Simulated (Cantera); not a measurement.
Feed: 1 mol Si, a varied amount of Cl2, 3.4 mol H2, equilibrated at 977 °C and 1 atm.

Cantera equilibrium calculation (NASA polynomials, part measured and part estimated; ideal gas, pure solids and liquids). Candidate condensed phases: Si; 19 gas species. The tables' values for SiCl3 are old estimates; treat these amounts as uncertain. Rates play no part.

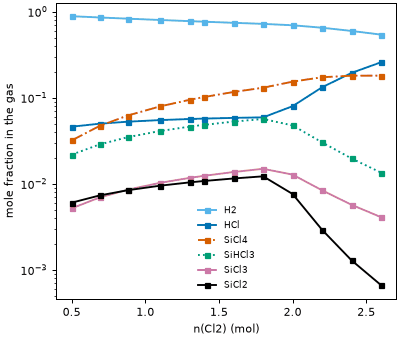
*Equilibrium gas composition (values under 1e-9 drawn at 1e-9)*

Question: Read off the mole fractions at 0.5 mol Cl2.

Answer: H2 about 0.89, HCl about 0.046, SiCl4 about 0.032, SiHCl3 about 0.022, SiCl2 about 0.0060, SiCl3 about 0.0052.
